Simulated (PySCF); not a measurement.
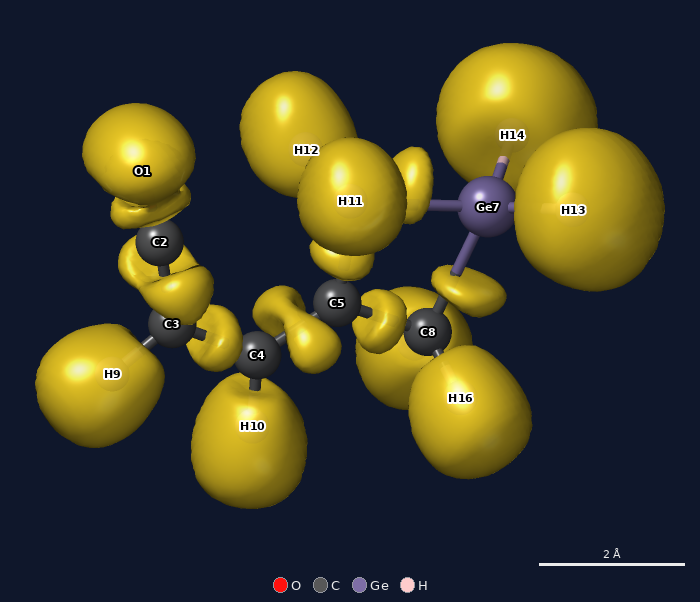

Figure. C$_{6}$H$_{8}$GeO. Isosurface of the electron localisation function at 0.8 (yellow), seen at a tilt. Core shells and regions of very low density are left out.

Geometry: GFN2-xTB.

All numbers below come from B3LYP/def2-SVPD, SCF density, gas phase (PySCF 2.14.0).

```xyz
16

O    -1.8239    2.0145   -2.0058
C    -2.0089    1.1250   -1.2753
C    -2.3088    0.1346   -0.4865
C    -1.4042   -0.6116    0.3714
C    -0.1003   -0.3748    0.4847
C     0.6842    0.6962   -0.2317
Ge    2.3235    0.1065    0.7328
C     0.8832   -1.1163    1.3629
H    -3.3493   -0.1553   -0.4773
H    -1.8620   -1.4070    0.9424
H     0.3117    1.6994   -0.0182
H     0.6722    0.5672   -1.3152
H     2.9265    1.0568    1.7366
H     3.4548   -0.4824   -0.0727
H     0.9763   -2.1675    1.0883
H     0.6176   -1.0762    2.4196
```

**Describe the localisation domains.**

The surface consists of five regions between bonded C–C atoms (shared pairs), eight regions around hydrogen nuclei, one region on O in which the atom's valence shell and bonds are merged and two regions wrapped around C (the valence shell of each).

Values along the shortest contacts:
C–O (1.17 Å): the ELF peaks at about 0.85 between the atoms; a short, multiple covalent bond. C–C (1.30 Å): the ELF peaks at about 0.90 between the atoms: a multiple bond.
